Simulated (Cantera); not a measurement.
Charge: 1 mol Ti, 0.88 mol CH4, 190 mol H2, at 56000 Pa.

Method: chemical equilibrium by Gibbs-energy minimisation in Cantera with the NASA 1993 tables (ideal gas, pure condensed phases). Candidate condensed phases: C, C6H6, C7H8, C8H18, Ti, TiC; 77 gas species. Mutual solubility and eutectic melting of coexisting phases are not modelled. TiC: taken at fixed stoichiometry. Condensed phases not in the tables: N, O or C dissolved in the metal. Rates play no part.

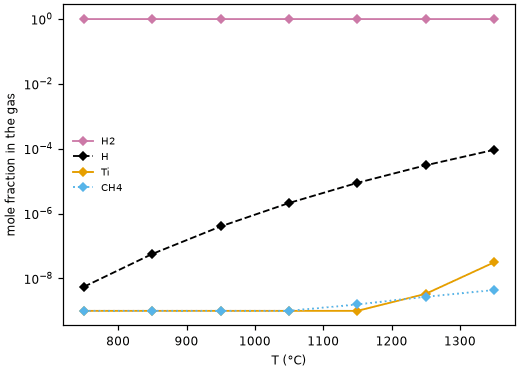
Fig. 1. Equilibrium gas composition (values under 1e-9 drawn at 1e-9)

From 750 °C to 850 °C the condensed part is Ti(α) + TiC(s). From 950 °C to 1350 °C the condensed part is Ti(β) + TiC(s).
